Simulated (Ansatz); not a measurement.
# One shape, several levels: doublet GeSiH4O+

Aim: a comparison of 6 runs (UB3LYP/6-31G*, U-wB97X/def2-SVP, UB3LYP/def2-SVP, USVWN5/def2-SVP, RPA@PBE/def2-SVP, UCCSD(T)/def2-SVP) of doublet GeSiH4O+. 

Program for the calculation: Ansatz 0.2.0.

68 further runs of the same task are left out: 68 set aside as unsound or not needed.

## Step 1: The molecule

GeSiH4O+: 7 atoms, total charge +1, spin state doublet. SMILES of the parent species: `[SiH3][O][GeH]`. Geometry: relaxed at PBE0-D4/def2-TZVP. This is one conformer, not always the lowest. That shape belongs to the parent species and isn't relaxed for this state.

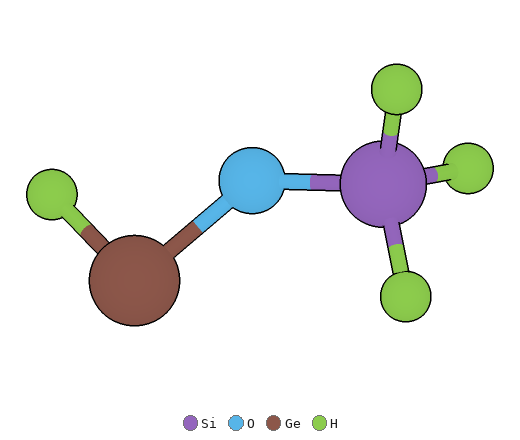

The structure, seen from a chosen angle (silicon purple, oxygen blue, germanium brown, hydrogen green).

## Step 2: The energy at UB3LYP/6-31G(d) (Cartesian functions) (run 1)

job.yaml

```yaml
crystal:
  periodic: [false, false, false]
  atoms:
    - symbol: Si
      position_ang: [-0.741700, 0.650900, -0.296500]
    - symbol: O
      position_ang: [0.533500, -0.139300, 0.373700]
    - symbol: Ge
      position_ang: [1.261400, -1.756200, 0.134200]
    - symbol: H
      position_ang: [-1.409200, -0.197600, -1.323800]
    - symbol: H
      position_ang: [-0.260900, 1.901300, -0.937500]
    - symbol: H
      position_ang: [-1.722500, 0.988100, 0.766400]
    - symbol: H
      position_ang: [2.400800, -1.515100, 1.238000]
basis:
  gaussian: {orbitals: "6-31G*"}
total_charge: 1
magnetization: {spin_polarized: true, initial_magnetization: 1}
hamiltonian: {xc: {name: B3LYP}}
accuracy: high
output: {orbitals: {seedname: orbitals}}
```

The run is started by

```sh
$ ansatz run job.yaml --threads 1 --pin off --max-ram 3480MiB --events-out events.jsonl --progress --plain --runs-dir runs
```

Standard output:

```text
Warning: RAYON_NUM_THREADS=1 ignored (pool sized by the plan → 1); use --threads N
Functional definition: B3LYP
  name "B3LYP"
  parameter a0 = 0.2
  parameter ax = 0.72
  parameter ac = 0.81
  exchange = (1 - a0 - ax)*slater_x + ax*b88_x + a0*exact_x
  correlation = (1 - ac)*vwn_rpa_c + ac*lyp_c
1540 factors; integrals over basis functions are off by at most 4.6e-9 eV
mean field evaluation 1: about -66476.2503 eV, gradient 6.5e1 eV
mean field evaluation 2: about -66304.3912 eV, gradient 1.5e2 eV
mean field evaluation 4: about -66492.9048 eV, gradient 7.0e0 eV
mean field evaluation 8: about -66493.2537 eV, gradient 8.0e-1 eV
mean field evaluation 16: about -66493.2582 eV, gradient 6.0e-4 eV
mean field evaluation 32: about -66492.1335 eV, gradient 6.7e0 eV
mean field -66493.25816298 eV, -2443.5821667405 hartree, gradient 9.6e-8 eV, S^2 0.757560; 3 other end points of the search recorded, 0 dependent functions left out
reference -66493.25820248 eV, -2443.5821681921 hartree; 29, 28 occupied and 48, 49 virtual orbitals, 1540 factors
Total energy: -66493.25820248 eV, -2443.5821681921 hartree
```

It took 14 s on 1 thread of AMD EPYC 7R43 (Zen 3), shared host; peak memory 0.37 GiB.

## Step 3: A single-point energy at U-wB97X/def2-SVP (run 2)

in.yaml

```yaml
crystal:
  periodic: [false, false, false]
  atoms:
    - {symbol: Si, position_ang: [-0.741700, 0.650900, -0.296500]}
    - {symbol: O, position_ang: [0.533500, -0.139300, 0.373700]}
    - {symbol: Ge, position_ang: [1.261400, -1.756200, 0.134200]}
    - {symbol: H, position_ang: [-1.409200, -0.197600, -1.323800]}
    - {symbol: H, position_ang: [-0.260900, 1.901300, -0.937500]}
    - {symbol: H, position_ang: [-1.722500, 0.988100, 0.766400]}
    - {symbol: H, position_ang: [2.400800, -1.515100, 1.238000]}
basis:
  gaussian:
    orbitals: def2-SVP
magnetization:
  spin_polarized: true
  initial_magnetization: 1
accuracy: high
hamiltonian:
  xc: {name: wB97X}
output: {orbitals: {seedname: orbitals}}
total_charge: 1
```

The run is started by

```sh
$ ansatz run in.yaml --threads 1 --pin off --max-ram 3480MiB --events-out events.jsonl --progress --plain --runs-dir runs
```

Standard output (excerpt; [...] marks lines left out):

```text
Warning: RAYON_NUM_THREADS=1 ignored (pool sized by the plan → 1); use --threads N
Functional definition: wB97X
  name "wB97X"
[...]
      + exact_x_lr(omega)
[...]
      + integral(e_c_pw_opposite_spin*poly(b97_u_opposite, 1, cos1, cos2, cos3, cos4))
1723 factors; integrals over basis functions are off by at most 5.4e-9 eV
352 factors; integrals over basis functions are off by at most 1.9e-9 eV
[...]
mean field -66488.51921040 eV, -2443.4080134453 hartree, gradient 8.3e-8 eV, S^2 0.760125; 0 other end points of the search recorded, 0 dependent functions left out
reference -66488.51920762 eV, -2443.4080133430 hartree; 29, 28 occupied and 55, 56 virtual orbitals, 1723 factors
Total energy: -66488.51920762 eV, -2443.4080133430 hartree
```

It took 45 s on 1 thread of AMD EPYC 7R43 (Zen 3), shared host; peak memory 0.83 GiB.

Runs 3 to 4 aren't shown in full; the table further down has their settings and results.

## Step 4: A single-point energy at RPA@PBE/def2-SVP (run 5)

molecule.yaml

```yaml
crystal:
  periodic: [false, false, false]
  atoms:
    - symbol: Si
      position_ang: [-0.741700, 0.650900, -0.296500]
    - symbol: O
      position_ang: [0.533500, -0.139300, 0.373700]
    - symbol: Ge
      position_ang: [1.261400, -1.756200, 0.134200]
    - symbol: H
      position_ang: [-1.409200, -0.197600, -1.323800]
    - symbol: H
      position_ang: [-0.260900, 1.901300, -0.937500]
    - symbol: H
      position_ang: [-1.722500, 0.988100, 0.766400]
    - symbol: H
      position_ang: [2.400800, -1.515100, 1.238000]
basis:
  gaussian: {orbitals: def2-SVP}
total_charge: 1
magnetization: {spin_polarized: true, initial_magnetization: 1}
hamiltonian: {xc: pbe}
correlation: {method: rpa, frozen_orbitals: {Ge: 9, H: 0, O: 1, Si: 5}}
accuracy: high
```

The run is started by

```sh
$ ansatz run molecule.yaml --threads 1 --pin off --max-ram 3480MiB --events-out events.jsonl --progress --plain --runs-dir runs
```

Standard output (excerpt; [...] marks lines left out):

```text
Warning: RAYON_NUM_THREADS=1 ignored (pool sized by the plan → 1); use --threads N
Functional definition: PBE
  name "PBE"
[...]
1723 factors; integrals over basis functions are off by at most 5.4e-9 eV
[...]
mean field -66473.37849993 eV, -2442.8516025980 hartree, gradient 1.7e-8 eV, S^2 0.753617; 4 other end points of the search recorded, 0 dependent functions left out
15 core orbitals not correlated: weight in the atoms' cores, before any rotation towards them, 1.000 or more for the frozen orbitals, at most 0.000 for the correlated occupied ones
reference -66415.62298149 eV, -2440.7291264436 hartree; 14, 13 occupied and 55, 56 virtual orbitals, 1723 factors
Total energy: -66437.38355835 eV, -2441.5288128933 hartree
```

Run time: 17 s. Hardware: 1 thread of AMD EPYC 7R43 (Zen 3), shared host; peak memory 0.34 GiB.

## Step 5: The energy at UCCSD(T)/def2-SVP (run 6)

run.yaml

```yaml
crystal:
  periodic: [false, false, false]
  atoms:
    - symbol: Si
      position_ang: [-0.741700, 0.650900, -0.296500]
    - symbol: O
      position_ang: [0.533500, -0.139300, 0.373700]
    - symbol: Ge
      position_ang: [1.261400, -1.756200, 0.134200]
    - symbol: H
      position_ang: [-1.409200, -0.197600, -1.323800]
    - symbol: H
      position_ang: [-0.260900, 1.901300, -0.937500]
    - symbol: H
      position_ang: [-1.722500, 0.988100, 0.766400]
    - symbol: H
      position_ang: [2.400800, -1.515100, 1.238000]
basis:
  gaussian:
    orbitals: def2-SVP
total_charge: 1
magnetization:
  spin_polarized: true
  initial_magnetization: 1
correlation:
  method: ccsd_t
  frozen_orbitals: {Ge: 9, H: 0, O: 1, Si: 5}
accuracy: high
scf:
  omitted_lower_state_checks: [cluster_reference, increment]
```

The run is started by

```sh
$ ansatz run run.yaml --threads 1 --pin off --max-ram 3480MiB --events-out events.jsonl --progress --plain --runs-dir runs
```

Standard output:

```text
Warning: RAYON_NUM_THREADS=1 ignored (pool sized by the plan → 1); use --threads N
[... 13 lines left out ...]
15 core orbitals not correlated: weight in the atoms' cores, before any rotation towards them, 1.000 or more for the frozen orbitals, at most 0.000 for the correlated occupied ones
[... 31 lines left out ...]
Total energy: -66431.54229796 eV, -2441.3141505333 hartree
Checks for a lower state left out: cluster_reference, increment
```

It took 57 s on 1 thread of AMD EPYC 7R43 (Zen 3), shared host; peak memory 0.72 GiB.

## Step 6: The series

| run | level | Cartesian functions | frozen core orbitals | energy (Eh) | HOMO energy (eV) | LUMO energy (eV) | ⟨S²⟩ | wall time |
| --- | --- | --- | --- | --- | --- | --- | --- | --- |
| 1 | UB3LYP/6-31G* (Cartesian functions) | yes | – | -2443.582168 | -13.51 | -11.53 | 0.758 | 14 s |
| 2 | U-wB97X/def2-SVP | no | – | -2443.408013 | -15.99 | -9.55 | 0.760 | 45 s |
| 3 | UB3LYP/def2-SVP | no | – | -2443.469070 | -13.48 | -11.55 | 0.758 | 14 s |
| 4 | USVWN5/def2-SVP | no | – | -2438.523628 | -12.60 | -12.10 | 0.752 | 5.7 s |
| 5 | RPA@PBE/def2-SVP | no | 15 | -2441.528813 | – | – | 0.754 | 17 s |
| 6 | UCCSD(T)/def2-SVP | no | 15 | -2441.314151 | – | – | 0.785 | 57 s |

## Step 7: Summary of results

| quantity | value |
| --- | --- |
| run 6: total energy | -2441.31415 Eh |
| run 6: correlation energy (15 core orbitals frozen) | -519.9 mEh |
| run 6: (T) correction | -15.45 mEh |
| run 6: ⟨S²⟩ of the reference determinant | 0.785 |
| run 6: T1 diagnostic | 0.025 |

Totals of different functionals can't be ranked against each other. All runs together took 2.6 min, the longest 57 s.
